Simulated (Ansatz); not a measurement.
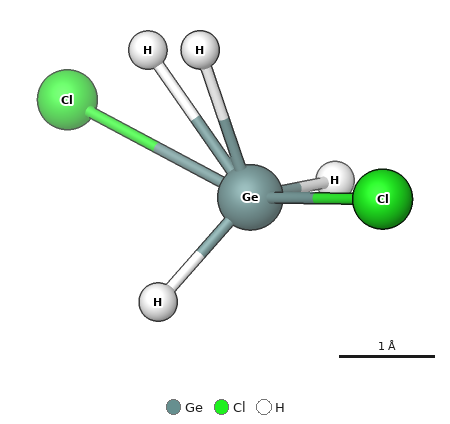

Figure 1. The structure as given in the input (ball-and-stick view, seen at a tilt). Sticks mark near contacts.

## Run report: GeH₄Cl₂, frequency calculation

GeH₄Cl₂, computed with RHF/def2-SVP (Ansatz 0.2.0).

It belongs to a series of runs on one base structure; here: vibrations at the highest image of the band.

Input file:
```yaml
crystal:
  periodic: [false, false, false]
  atoms:
    - { symbol: Ge, position_ang: [0.17048, 0.169107, -0.059432] }
    - { symbol: Cl, position_ang: [-0.796948, 0.618057, 2.364467] }
    - { symbol: Cl, position_ang: [1.720836, 0.209423, -1.60997] }
    - { symbol: H, position_ang: [-0.849154, 1.161302, -0.543333] }
    - { symbol: H, position_ang: [0.013874, -1.291819, 0.25565] }
    - { symbol: H, position_ang: [1.397424, 0.932686, 0.958705] }
    - { symbol: H, position_ang: [0.774586, 0.912145, 1.568815] }
basis:
  gaussian: { orbitals: def2-SVP }
hamiltonian:
  xc: hf
phonons: {}
```

Launched with:
```bash
ansatz run input.yaml --threads 1 --pin off --max-ram 2048MiB --backend cpu --events-out ev --progress --plain --runs-dir out
```

The program's output:
```
Engine: ansatz 0.2.0, aarch64-unknown-linux-gnu
Functional definition: HF
  exchange = exact_x
  correlation = 0
902 factors; integrals over basis functions are off by at most 3.7e-4 eV
mean field evaluation 1: about -81526.0171 eV, gradient 2.3e1 eV
mean field evaluation 2: about -81526.0461 eV, gradient 2.3e1 eV
mean field evaluation 4: about -81527.8656 eV, gradient 2.1e0 eV
mean field evaluation 8: about -81527.8816 eV, gradient 1.1e-4 eV
mean field -81527.88158945 eV, -2996.0943868292 hartree, gradient 2.8e-5 eV, S^2 0.000000; 0 other end points of the search recorded, 0 dependent functions left out
the calculation of the forces begins
reference -81527.88158945 eV, -2996.0943868292 hartree; 35, 35 occupied and 53, 53 virtual orbitals, 902 factors
these checks for a lower state are left out or cut short: stability, starts, cluster_reference, orbital_swaps, neighbouring_geometries, increment
902 factors; integrals over basis functions are off by at most 3.7e-4 eV
mean field evaluation 16: about -81527.8815 eV, gradient 1.2e-6 eV
mean field -81527.88152183 eV, -2996.0943843442 hartree, gradient 4.9e-6 eV, S^2 0.000000; 0 other end points of the search recorded, 0 dependent functions left out
[... from here on the field's lines of each further geometry are left out, up to the last ...]
the calculation of the forces begins
reference -81527.88156731 eV, -2996.0943860158 hartree; 35, 35 occupied and 53, 53 virtual orbitals, 902 factors
these checks for a lower state are left out or cut short: stability, starts, cluster_reference, orbital_swaps, neighbouring_geometries, increment
902 factors; integrals over basis functions are off by at most 3.6e-4 eV
mean field -81527.88156421 eV, -2996.0943859016 hartree, gradient 3.8e-6 eV, S^2 0.000000; 0 other end points of the search recorded, 0 dependent functions left out
the calculation of the forces begins
reference -81527.88156421 eV, -2996.0943859016 hartree; 35, 35 occupied and 53, 53 virtual orbitals, 902 factors
WARN: phonons: modes at or below zero, which the zero-point energy, F, S and C_V leave out: 1, the lowest at -965.53 cm⁻¹. A minimum has none, and a first-order saddle one
Total energy: -81527.88158945 eV, -2996.0943868292 hartree
Atom 0 at     0.170480     0.169107    -0.059432 Å, force    -0.000195     0.000571    -0.001482 eV/Å
Atom 1 at    -0.796948     0.618057     2.364467 Å, force     0.000356     0.000221     0.000006 eV/Å
Atom 2 at     1.720836     0.209423    -1.609970 Å, force    -0.000273     0.000077     0.000280 eV/Å
Atom 3 at    -0.849154     1.161302    -0.543333 Å, force     0.000231    -0.000441     0.000209 eV/Å
Atom 4 at     0.013874    -1.291819     0.255650 Å, force    -0.000126    -0.000513     0.000202 eV/Å
Atom 5 at     1.397424     0.932686     0.958705 Å, force     0.000582     0.000146     0.000204 eV/Å
Atom 6 at     0.774586     0.912145     1.568815 Å, force    -0.000575    -0.000061     0.000581 eV/Å
Dipole moment:     0.163879    -0.083384    -0.433351 e Å
Vibrations: -965.53 150.53 152.45 270.12 406.22 566.36 788.93 801.17 913.32 1051.78 1109.18 1610.78 2383.77 2415.44 2650.49 cm⁻¹, zero-point energy 0.946653 eV
```

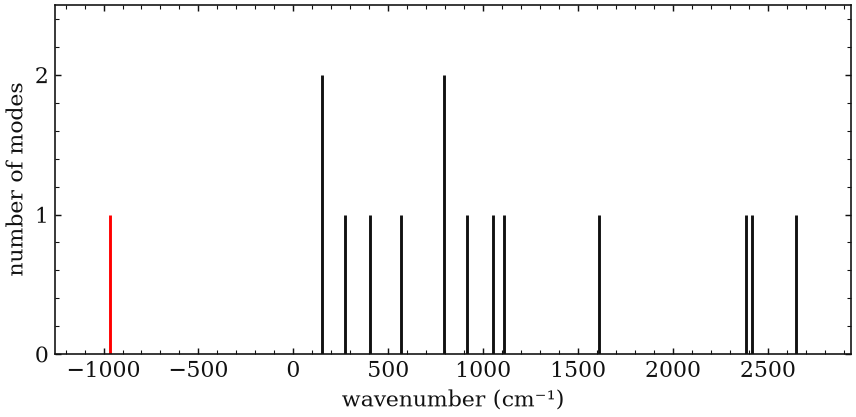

Figure 2. Harmonic vibrational wavenumbers from the force constants; neighbouring modes closer than 16 cm⁻¹ are counted in one stick, and imaginary ones are drawn at negative wavenumbers. 15 modes from 966i to 2650 cm⁻¹, 1 imaginary beyond 8i (966i cm⁻¹): a first-order saddle point, if the geometry is stationary.

Key numbers:

- outcome: converged
- total energy: −81527.8816 eV
- mean-field energy: −81527.8816 eV
- largest force (length of the vector): 0.002 eV/Å
- hardware: 1 thread of Arm Neoverse V1, 24 GiB of memory available, shared host
- wall time: 63 s
- peak memory: 0.17 GiB
